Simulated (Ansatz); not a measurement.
**What LiGeF3 (model cell, started as cubic perovskite with Ge in the octahedra) distorts into**

Wanted: the energy along a soft mode of LiGeF3 (model cell, started as cubic perovskite with Ge in the octahedra) and the structure at the end.

Program: Ansatz 0.2.0. Level of theory: DFT r2SCAN, scalar-relativistic, plane waves, PAW; PAW set soft_1. Results are calculated unless marked as measured.

The structure was built from a prototype and need not be the compound's stable phase.

## Step 1: The structure

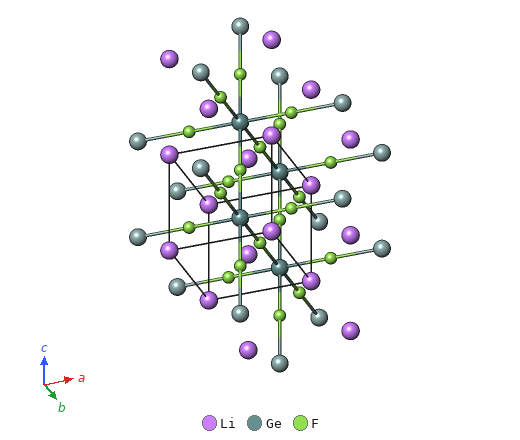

The cell as given, from a free direction (lithium purple, germanium teal, fluorine green). 1×2×2 cells are drawn. Some periodic images of atoms are drawn too.

## Step 2: Phonons on a q mesh

The cell comes from relaxations at this level that are not shown. Stability and thermal properties need the whole zone. Linear response on a 2×2×2 q mesh gives force constants as far as a supercell of that size would, and the tensors from the zone-centre run are typed in so that the long-range dipole term is interpolated apart.

input.yaml reads:

```yaml
crystal:
  lattice:
    - [4.3400973773, 0.0, 0.0]
    - [0.0, 4.3400973773, 0.0]
    - [0.0, 0.0, 4.3400973773]
  atoms:
    - { symbol: Li, position: [0.0, 0.0, 0.0] }
    - { symbol: Ge, position: [0.5, 0.5, 0.5] }
    - { symbol: F, position: [0.5, 0.5, 0.0] }
    - { symbol: F, position: [0.5, 0.0, 0.5] }
    - { symbol: F, position: [0.0, 0.5, 0.5] }
kpoints:
  mp_grid: { grid: [12, 12, 12] }
hamiltonian:
  xc: r2scan
  pseudopotentials: { kind: paw, azcp: { folder: soft_1 } }
scf:
  occupations: { method: fixed }
output:
  eigenvalues: true
phonons:
  method: dfpt
  qmesh: [2, 2, 2]
  temperatures: { t_max: 1000, t_step: 50 }
  qpath:
    path:
      - [[0.0, 0.0, 0.0], [0.0, 0.5, 0.0], [0.5, 0.5, 0.0], [0.0, 0.0, 0.0], [0.5, 0.5, 0.5], [0.0, 0.5, 0.0]]
      - [[0.5, 0.5, 0.5], [0.5, 0.5, 0.0]]
    npoints: 10
  non_analytic_term:
    high_frequency_dielectric_tensor: [[3.4248, 0.0, 0.0], [0.0, 3.4248, 0.0], [0.0, 0.0, 3.4248]]
    born_effective_charges:
      - { species: Li, tensor: [[1.2413, 0.0, 0.0], [0.0, 1.2413, 0.0], [0.0, 0.0, 1.2413]] }
      - { species: Ge, tensor: [[3.7783, 0.0, 0.0], [0.0, 3.7783, 0.0], [0.0, 0.0, 3.7783]] }
      - { species: F, tensor: [[-0.3902, 0.0, 0.0], [0.0, -0.3902, 0.0], [0.0, 0.0, -4.2391]] }
      - { species: F, tensor: [[-0.3902, 0.0, 0.0], [0.0, -4.2391, 0.0], [0.0, 0.0, -0.3902]] }
      - { species: F, tensor: [[-4.2391, 0.0, 0.0], [0.0, -0.3902, 0.0], [0.0, 0.0, -0.3902]] }
    source: "zone-centre run at this cell"
```

Command:

```bash
> ansatz run input.yaml --threads 8 --pin off --max-ram 16384MiB --backend cpu --events-out ev --progress --plain --runs-dir out
```

Numbers of over 12 decimals in the logs are rounded to 6 here.

What it wrote:

```text
Engine: ansatz 0.2.0, x86_64-unknown-linux-gnu
Pseudopotentials: kind: paw
Pseudopotential: Li, paw, valence charge 3, recommended cutoff 500 eV (meta_gga), soft_1/Li.paw.azcp
Pseudopotential: Ge, paw, valence charge 14, recommended cutoff 500 eV (meta_gga), soft_1/Ge.paw.azcp
Pseudopotential: F, paw, valence charge 7, recommended cutoff 500 eV (meta_gga), soft_1/F.paw.azcp
Functional definition: r2SCAN
  parameter k0 = 0.174
  parameter k1 = 0.065
  parameter a1 = 4.9479
  exchange = r2scan_x(k0 = k0, k1 = k1, a1 = a1)
  correlation = r2scan_c
Crystal: 5 atoms, lattice volume = 81.752 Å³
Basis set: ecut = 500 eV, 2103 PW (Γ), exchange–correlation on 320×320×320 points (1000 copies of the dense FFT grid, shifted against one another)
Bands: 24, of which v1, the nominal top of the filled ones, is band 19 counted from 1 (18 counted from 0)
Symmetry: 48 space group operations
k-points: 518 of 1728 (irreducible under 2 space group operations, time reversal used)
Non-local potential: Li, projectors of the file, l = 0: 3, l = 1: 2, l = 2: 1
Non-local potential: Ge, projectors of the file, l = 0: 2, l = 1: 2, l = 2: 3, l = 3: 1
Non-local potential: F, projectors of the file, l = 0: 2, l = 1: 2, l = 2: 1
PAW form: soft (Blöchl's): semilocal exchange-correlation on the pseudo side does not see the compensation charge
PAW frozen core: Ge, regenerated for the run's functional (the file was generated under x = pbe(κ = 0.804, μ = 0.219515), c = pbe(β = 0.066725))
PAW frozen core: F, regenerated for the run's functional (the file was generated under x = pbe(κ = 0.804, μ = 0.219515), c = pbe(β = 0.066725))
PAW one-centre angular grid: Li, 302 points (default); XC on 295 of its mesh's 2161 points in the sphere
PAW one-centre angular grid: Ge, 590 points (default); XC on 160 Gauss nodes
PAW one-centre angular grid: F, 302 points (default); XC on 160 Gauss nodes
Initial density: superposition of atomic densities (chi_scale 0.1, normalization cell), built separately for each of the 2 bonded fragments (scf.initial_density.interfragment_charge_transfer: auto; true builds it for the cell as a whole; a typed value also counts as a typed key of the start: scf.initial_density.chi_scale says what that changes, if anything)
Initial wavefunctions: pseudopotential atomic-orbital guess
Functional: x = r2scan, c = r2scan; τ floored in thin density (d = 2e-4 eV/Å³)
SCF iter   1: F=—  HF=-6940.836441 eV  |F-HF|=—  |Δ(HF+E_count)|=         —  Δρ=7.38e-2  dr2=4.75e0  dr2_τ=2.86e-2  ethr=3.10e-3  ⟨swp⟩=4.8  Hψ=51941  notcnv=0  defer=1410
preconditioner: auto → Resta (q_TF=auto, 2.401 Å⁻¹)  ε∞=4.3  [insulator: Δε(μ)=1.163 eV  Ē_g=10.176 eV  n_scr=18 (ndim 8)  ℏωp=18.4 eV  f_vac=0.011  ε∞_Penn≈4.3]
SCF iter   2: F=—  HF=-6939.347831 eV  |F-HF|=—  |Δ(HF+E_count)|=    1.49e0  Δρ=3.10e-2  dr2=1.39e0  dr2_τ=2.20e-2  ethr=3.10e-3  ⟨swp⟩=2.8  Hψ=28636  notcnv=0  defer=1165
SCF iter   3: F=—  HF=-6938.978446 eV  |F-HF|=—  |Δ(HF+E_count)|=   3.69e-1  Δρ=1.76e-2  dr2=3.76e-1  dr2_τ=1.19e-2  ethr=3.10e-3  ⟨swp⟩=2.2  Hψ=23985  notcnv=0  defer=1016
SCF iter   4: F=—  HF=-6938.891760 eV  |F-HF|=—  |Δ(HF+E_count)|=   8.67e-2  Δρ=5.27e-3  dr2=4.07e-2  dr2_τ=6.28e-4  ethr=9.89e-4  ⟨swp⟩=4.0  Hψ=21615  notcnv=0  defer=1541
SCF iter   5: F=—  HF=-6938.893921 eV  |F-HF|=—  |Δ(HF+E_count)|=   2.16e-3  Δρ=3.99e-3  dr2=8.57e-3  dr2_τ=4.75e-4  ethr=1.07e-4  ⟨swp⟩=2.3  Hψ=27931  notcnv=0  defer=1533
SCF iter   6: F=—  HF=-6938.891424 eV  |F-HF|=—  |Δ(HF+E_count)|=   2.50e-3  Δρ=9.50e-4  dr2=6.60e-4  dr2_τ=2.77e-5  ethr=2.26e-5  ⟨swp⟩=2.0  Hψ=22285  notcnv=0  defer=1543
SCF iter   7: F=—  HF=-6938.892150 eV  |F-HF|=—  |Δ(HF+E_count)|=   7.26e-4  Δρ=2.70e-4  dr2=5.33e-5  dr2_τ=3.10e-6  ethr=1.74e-6  ⟨swp⟩=2.0  Hψ=22803  notcnv=0  defer=1543
SCF iter   8: F=—  HF=-6938.892170 eV  |F-HF|=—  |Δ(HF+E_count)|=   2.00e-5  Δρ=4.06e-5  dr2=1.20e-6  dr2_τ=4.45e-8  ethr=1.40e-7  ⟨swp⟩=2.0  Hψ=22366  notcnv=0  defer=1453
SCF iter   9: F=—  HF=-6938.892171 eV  |F-HF|=—  |Δ(HF+E_count)|=   1.72e-6  Δρ=9.52e-6  dr2=5.35e-8  dr2_τ=3.25e-9  ethr=3.17e-9  ⟨swp⟩=2.0  Hψ=22009  notcnv=0  defer=553
SCF iter  10: F=—  HF=-6938.892172 eV  |F-HF|=—  |Δ(HF+E_count)|=   8.56e-8  Δρ=1.64e-6  dr2=2.57e-9  dr2_τ=6.23e-11  ethr=1.41e-10  ⟨swp⟩=2.0  Hψ=21756  notcnv=0  defer=555
SCF iter  11: F=—  HF=-6938.892172 eV  |F-HF|=—  |Δ(HF+E_count)|=   3.55e-9  Δρ=4.69e-7  dr2=1.18e-10  dr2_τ=8.72e-12  ethr=6.78e-12  ⟨swp⟩=2.0  Hψ=21756  notcnv=0  defer=555
SCF iter  12: F=—  HF=-6938.892172 eV  |F-HF|=—  |Δ(HF+E_count)|=  8.55e-11  Δρ=1.81e-7  dr2=1.87e-11  dr2_τ=9.54e-13  ethr=1.00e-12  ⟨swp⟩=2.1  Hψ=20599  notcnv=0  defer=555
SCF iter  13: F=-6938.892172 eV  HF=-6938.892172 eV  |F-HF|=9.09e-13  |Δ(HF+E_count)|=  6.37e-12  Δρ=2.32e-8  dr2=3.48e-13  dr2_τ=3.80e-14  ethr=1.00e-12  ⟨swp⟩=11.6  Hψ=65628  notcnv=0
SCF 1 converged in 13 iterations: F = -6938.892172 eV  dr2 = 3.48e-13
  greatest PAW one-centre occupation: 0.999 electrons in one spin orbital (limit 2), on the Li atom at site 0 (counted from 0), in its partial waves of l = 0
DFPT response loops at Γ: preconditioner auto → none (the input reference at scf.mixing.eps_inf says where Resta's filter doesn't serve); β = 0.50; Broyden in place of MSR1
NSCF: frozen V_eff on 84 k-points
NSCF: frozen V_eff on 686 k-points
DFPT response loops at q = (0, 0, -0.5) (fractional): mixed as the last ones told, above
NSCF: frozen V_eff on 686 k-points
DFPT response loops at q = (0, -0.5, -0.5) (fractional): mixed as the last ones told, above
NSCF: frozen V_eff on 686 k-points
DFPT response loops at q = (-0.5, -0.5, -0.5) (fractional): mixed as the last ones told, above
SCF converged after 13 iterations
Free energy (F): -6938.892172 eV
Harris-Foulkes:  -6938.892172 eV  (|F-HF|=9.09e-13)
Internal energy: -6938.892172 eV  (E = F + TS)
E sigma→0 (E₀):  -6938.892172 eV
Fermi energy:    4.737982 eV
--- Per-component energies (eV) ---
  E_band       = -475.245189
  E_kinetic    = 701.630568
  E_local      = -5003.896794  (includes V_loc(G=0)·N_el)
  E_nonlocal   = 449.361133
  E_hartree    = 2149.062579
  E_xc         = -304.325504
  E_vxc        = -419.173268  (∫ρ·V_xc dr)
  E_paw        = -2661.554896  (= ΣΔE_a)
  E_vpaw       = -531.519466  (= ΣTr[D̂ρ^β])
  E_aug_tail   = 0.001122  (compensation charges beyond the density's cutoff)
  E_vtau       = 30.226350  (kinetic-family band-sum trace: ∫τ·v_τ [+ j·A + Jᵃ·Aᵃ] dr)
  E_ewald      = -2267.990445
  E_core_change = -1.179936  (= ΣΔE_core)
  E_smearing   = -0.000000  (= −TS)
  E_closure    = -0.000000  (closes the sum)
  Σ components = -6938.892172   (vs F -6938.892172, Δ=0.00e0)
--- Band table (eV; the first three rows and the last of 518) ---
  k-point 0: bands = [... 15 lower, -1.3184, -1.3075, -1.3075, -1.3075, 6.1644, 10.2633, 10.2633, 10.2633, ... 1 higher]
  k-point 1: bands = [... 15 lower, -1.3143, -1.3106, -1.3106, -1.0403, 6.2176, 10.0035, 10.2681, 10.2681, ... 1 higher]
  k-point 2: bands = [... 15 lower, -1.3329, -1.3091, -1.3091, -0.4561, 6.3645, 9.4397, 10.2841, 10.2841, ... 1 higher]
  k-point 517: bands = [... 15 lower, -0.8871, -0.8871, -0.8871, 4.7380, 6.9069, 6.9069, 6.9069, 8.6974, ... 1 higher]
--- Phonons (Γ-DFPT): 4 representative perturbations + reference, on 518 of 1728 k-points (Σ response iterations 25) ---
  k mesh reduced under 2 symmetry operations, with k and −k counted as one. Each operation leaves every solved perturbation unchanged. A smaller set is not considered because the functional reads the kinetic-energy density
  ASR residual: 2.251e-4 → 0.000e0 eV/Å²; symmetrization residual: 4.532e-6 eV/Å²
  ASR residual per site (eV/Å²): 2.25e-4 2.97e-5 7.32e-5 7.32e-5 7.32e-5
  Γ frequencies (cm⁻¹): -308.10 -308.10 -308.10 -216.47 -216.47 -216.47 -83.78 -83.78 -83.78 0.00 0.00 0.00 155.43 155.43 155.43
--- Phonons (arbitrary-q DFPT): 4 irreducible q on the 2×2×2 mesh ---
  q = [0.0000, 0.0000, 0.0000] (star 1, of the zone-centre solve; hermiticity 1.64e-6, symmetrization 9.89e-10): -308.10 -308.10 -308.10 -216.47 -216.47 -216.47 -83.78 -83.78 -83.78 0.00 0.00 0.00 155.43 155.43 155.43
  q = [0.0000, 0.0000, -0.5000] (star 3, 9 solved perturbations in 2646 linear systems a pass and spin channel, the states on 343 of 1728 k-point pairs; hermiticity 7.25e-7, symmetrization 2.79e-12): -295.58 -295.58 -206.77 -206.77 -95.75 -74.06 -74.06 -61.37 77.64 77.64 103.53 103.53 137.05 255.90 415.30
  q = [0.0000, -0.5000, -0.5000] (star 3, 9 solved perturbations in 2646 linear systems a pass and spin channel, the states on 343 of 1728 k-point pairs; hermiticity 4.21e-7, symmetrization 2.84e-13): -283.12 -202.48 -202.48 -182.20 -140.87 -64.07 -64.07 54.61 54.61 89.30 147.73 271.35 271.35 297.17 414.43
  q = [-0.5000, -0.5000, -0.5000] (star 1, 4 solved perturbations in 931 linear systems a pass and spin channel, the states on 343 of 1728 k-point pairs; hermiticity 5.50e-8, symmetrization 5.02e-12): -217.17 -217.17 -217.17 -141.39 -141.39 -141.39 210.72 210.72 210.72 212.54 212.54 212.54 296.71 296.71 425.95
  sum rule: each row above includes the acoustic sum rule's correction from the zone centre's row sums; it moved no ω² by more than (2.97 cm⁻¹)²
  mesh force constants: q→R imaginary residual 1.12e-17; ASR residual 2.251e-4 → 0.000e0 eV/Å²; symmetrization residual 5.329e-15 eV/Å²
  interpolated dispersion: 63 rows × 15 modes
  density of states and harmonic sums: on the 14×14×14 q-mesh, interpolated from the force constants of a 2×2×2 supercell (with the dipole–dipole term of supplied tensors)
  largest difference from the sums on the solved wave vectors: F 5.98e-2 eV, S 9.21e-5 and C_V 3.38e-5 eV/K
  zero-point energy: 0.087791 eV/cell   skipped modes (ω ≤ 0): 899, of them read as no rigid motion or as one in doubt: 896 (7.496e0 modes/cell left out, lowest -308.10 cm⁻¹)   left out of the sums: 5.00e-1 of the cell's modes: C_V's classical limit lies that fraction below 3 k_B per atom; for a crystal, a wire or a layer, F and S can be off by more, and a phonons.interpolated_qmesh denser along its periods is the remedy for the sampling
```

The job ended after 10 min (8 threads of AMD EPYC 7B13 (Zen 3), shared host; peak memory 10 GiB).

This step gave:

```yaml
gap_on_the_k_mesh: 1.426 eV
volume_per_atom: 16.35 Å³
sum_rule_residual_before_enforcement: 2.25e-4 eV/Å²
lowest_frequency_on_the_path: -308.1 cm⁻¹
point_group: m-3m
highest_frequency_on_the_path_or_at_a_solved_wavevector: 425.9 cm⁻¹
highest_optical_mode_at_the_zone_centre_no_lo_to_term: 155.4 cm⁻¹
lowest_optical_zone_centre_mode: -308.1 cm⁻¹
lowest_mode_on_the_q_mesh_acoustic_modes_at_gamma_apart: -308.1 cm⁻¹
```

Frequencies (cm⁻¹) solved at each irreducible wavevector; negative means imaginary. Frequencies by wavevector, by row:

| q in reciprocal lattice units | star | mode 1 | mode 2 | mode 3 | mode 4 | mode 13 | mode 14 | mode 15 |
| --- | --- | --- | --- | --- | --- | --- | --- | --- |
| 0 0 0 | 1 | -308.1 | -308.1 | -308.1 | -216.5 | 155.4 | 155.4 | 155.4 |
| 0 0 -0.5 | 3 | -295.6 | -295.6 | -206.8 | -206.8 | 137.1 | 255.9 | 415.3 |
| 0 -0.5 -0.5 | 3 | -283.1 | -202.5 | -202.5 | -182.2 | 271.4 | 297.2 | 414.4 |
| -0.5 -0.5 -0.5 | 1 | -217.2 | -217.2 | -217.2 | -141.4 | 296.7 | 296.7 | 425.9 |

Interpolated from a 2×2×2 q mesh, rough between the solved points, with the LO-TO term (at Γ the limit along the path; where Γ stands inside the path, tables give the limit on arrival). The phonon branches at the labelled points (cm⁻¹):

| point | branch 1 | branch 2 | branch 3 | branch 4 | branch 12 | branch 13 | branch 14 | branch 15 |
| --- | --- | --- | --- | --- | --- | --- | --- | --- |
| Γ | -308 | -308 | -263 | -216 | 137 | 155 | 155 | 419 |
| X | -296 | -296 | -207 | -207 | 104 | 137 | 256 | 415 |
| M | -283 | -202 | -202 | -182 | 271 | 271 | 297 | 414 |
| Γ | -308 | -308 | -263 | -216 | 137 | 155 | 155 | 419 |
| R | -217 | -217 | -217 | -141 | 212 | 297 | 297 | 426 |
| X | -296 | -296 | -207 | -207 | 104 | 137 | 256 | 415 |
| jump to R | -217 | -217 | -217 | -141 | 212 | 297 | 297 | 426 |
| M | -283 | -202 | -202 | -182 | 271 | 271 | 297 | 414 |

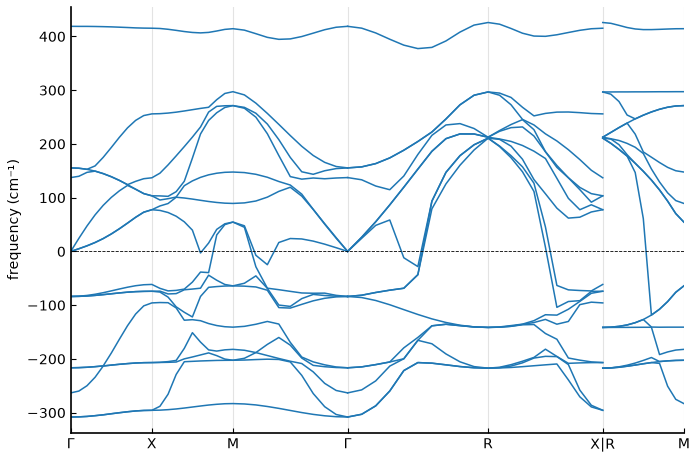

Phonon branches along the path.

Symmetry leaves 4 wavevectors to solve. The lowest mode among them, the acoustic zeros apart, lies at Γ and is imaginary, 308.1i cm⁻¹, so the energy falls along it.

## Step 3: The mode frozen in, largest atomic shift 0 Å

The mode followed lies at q = (0, 0, -0.5) with frequency 295.6i cm⁻¹ and is 2-fold degenerate, one of the unstable modes though not the softest. At small amplitude the distorted cell has space group no. 11 by a symmetry search on the positions. The undistorted cell that holds it gives the zero of energy on the same k mesh.

System of this step: LiGeF3 (model cell, started as cubic perovskite with Ge in the octahedra). It takes space group Pm-3m (No. 221, cubic). Conventional cell: a = 4.340 Å, b = 4.340 Å, c = 4.340 Å, α = 90.00°, β = 90.00°, γ = 90.00°. Nearest to Li lie 12 F at 3.07 Å. Ge has 6 F at 2.17 Å nearest. Nearest to F lie 2 Ge at 2.17 Å. F has 2 Ge at 2.17 Å nearest. Farther neighbours and most contacts between anions are not listed.

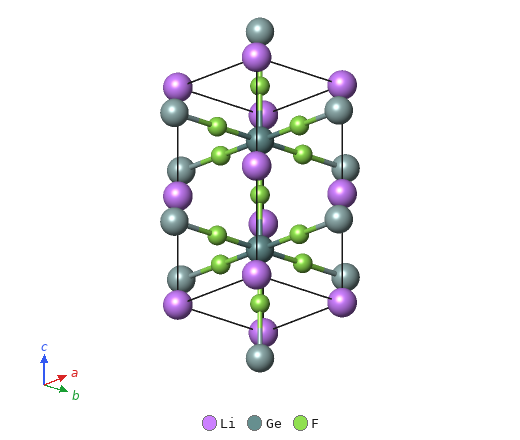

The cell of this step (lithium purple, germanium teal, fluorine green). Some periodic images of atoms are drawn too.

input.yaml reads:

```yaml
crystal:
  lattice:
    - [4.3400973773, 0.0, 0.0]
    - [0.0, 4.3400973773, 0.0]
    - [0.0, 0.0, 8.6801947546]
  atoms:
    - { symbol: Li, position: [0.0, 0.0, 0.0] }
    - { symbol: Li, position: [0.0, 0.0, 0.5] }
    - { symbol: Ge, position: [0.5, 0.5, 0.25] }
    - { symbol: Ge, position: [0.5, 0.5, 0.75] }
    - { symbol: F, position: [0.5, 0.5, 0.0] }
    - { symbol: F, position: [0.5, 0.5, 0.5] }
    - { symbol: F, position: [0.5, 0.0, 0.25] }
    - { symbol: F, position: [0.5, 0.0, 0.75] }
    - { symbol: F, position: [0.0, 0.5, 0.25] }
    - { symbol: F, position: [0.0, 0.5, 0.75] }
kpoints:
  mp_grid: { grid: [6, 6, 4] }
hamiltonian:
  xc: r2scan
  pseudopotentials: { kind: paw, azcp: { folder: soft_1 } }
scf:
  occupations: { method: gaussian, width: 0.02 }
output:
  forces: true
  stress: true
  eigenvalues: true
```

What it wrote:

```text
[...]
Crystal: 10 atoms, lattice volume = 163.504 Å³
Basis set: ecut = 500 eV, 4191 PW (Γ), exchange–correlation on 128×128×256 points (64 copies of the dense FFT grid, shifted against one another)
Bands: 48, of which v1, the nominal top of the filled ones, is band 38 counted from 1 (37 counted from 0)
Symmetry: 32 space group operations
[...]
k-points: 30 of 144
[...]
k-point 0: bands = [... 34 lower, -1.3064, -1.2969, -1.2969, 1.6617, 6.1646, 6.5710, 8.3585, 9.8747, ... 4 higher]
  k-point 1: bands = [... 34 lower, -1.2991, -1.2991, -0.7701, 1.2180, 6.2814, 6.6875, 8.3185, 9.7397, ... 4 higher]
  k-point 2: bands = [... 34 lower, -1.3044, -1.3044, 0.2393, 0.2393, 6.5588, 6.5588, 8.8415, 8.8415, ... 4 higher]
  k-point 29: bands = [... 34 lower, -0.8885, -0.8885, 3.7845, 3.7845, 6.9015, 6.9015, 6.9015, 6.9015, ... 4 higher]
[key lines of the parts left out:]
SCF converged after 11 iterations
Free energy (F): -13877.782250 eV
Fermi energy:    5.451531 eV
P = ⅓ Tr σ = 0.0143 GPa (0.143 kbar)
```

The job ended after 3.4 s (8 threads; peak memory 1.2 GiB; 25 s of CPU time).

Numbers from this step:

```
pressure                         : 0.01427 GPa
energy from the undistorted cell : 0 meV/atom
```

At this level the gap is 1.43 eV on the k-mesh of the self-consistent run, which can miss the band edges.

## Step 4: The mode frozen in, largest atomic shift 0.32 Å

The atoms are moved along the unstable eigenvector, the largest shift by 0.32 Å, with the cell fixed.

input.yaml, the sections that differ from step 3:

```yaml
crystal:
  lattice:
    - [4.3400973773, 0.0, 0.0]
    - [0.0, 4.3400973773, 0.0]
    - [0.0, 0.0, 8.6801947546]
  atoms:
    - { symbol: Li, position: [0.0, 0.0, 0.0] }
    - { symbol: Li, position: [0.0, 0.0, 0.5] }
    - { symbol: Ge, position: [0.4909207337, 0.5034669134, 0.25] }
    - { symbol: Ge, position: [0.5090792663, 0.4965330866, 0.75] }
    - { symbol: F, position: [0.5, 0.5, 0.0] }
    - { symbol: F, position: [0.5, 0.5, 0.5] }
    - { symbol: F, position: [0.4800826722, -0.0280039888, 0.25] }
    - { symbol: F, position: [0.5199173278, 0.0280039888, 0.75] }
    - { symbol: F, position: [0.0733377627, 0.5076054218, 0.25] }
    - { symbol: F, position: [-0.0733377627, 0.4923945782, 0.75] }
# kpoints, hamiltonian, scf, output: as in step 3
```

What it wrote:

```text
[...]
Crystal: 10 atoms, lattice volume = 163.504 Å³
Basis set: ecut = 500 eV, 4191 PW (Γ), exchange–correlation on 128×128×256 points (64 copies of the dense FFT grid, shifted against one another)
Bands: 48, of which v1, the nominal top of the filled ones, is band 38 counted from 1 (37 counted from 0)
Symmetry: 4 space group operations
[...]
k-points: 60 of 144
[...]
k-point 0: bands = [... 34 lower, -1.2669, -1.2500, -0.5873, 2.0865, 6.2280, 6.6119, 8.3964, 9.9576, ... 3 higher]
  k-point 1: bands = [... 34 lower, -1.2753, -1.2715, -0.1467, 1.6683, 6.3347, 6.7082, 8.3897, 9.7957, ... 3 higher]
  k-point 2: bands = [... 34 lower, -1.2948, -1.2948, 0.7591, 0.7591, 6.5866, 6.5866, 8.9118, 8.9118, ... 3 higher]
  k-point 59: bands = [... 34 lower, -1.0347, -1.0347, 3.5426, 3.5426, 7.1637, 7.1637, 7.7403, 7.7403, ... 3 higher]
[key lines of the parts left out:]
SCF converged after 11 iterations
Free energy (F): -13878.147843 eV
Fermi energy:    5.330804 eV
P = ⅓ Tr σ = 2.1726 GPa (21.726 kbar)
```

Elapsed: 5.8 s, on 8 threads; peak memory 1.3 GiB; 43 s of CPU time.

Numbers from this step:

```
pressure                         : 2.173 GPa
gap on the k-mesh                : 1.794 eV
energy from the undistorted cell : -36.56 meV/atom
```

The energy, extrapolated to zero smearing, is -36.56 meV/atom against the undistorted cell.

The run ends at a pressure of 2.17 GPa, with forces up to 1.1 eV/Å.

[end of part 1 of 3]

[Logs are printed without paths, hosts, clocks, repeated set-up lines and the standing remarks that a program may print on its own settings, such as how far it seeks lower states.]

[Hosts, paths, dates, database ids (printed as entryN), source tags and the programs' standing remarks are cut or masked in the printed files.]
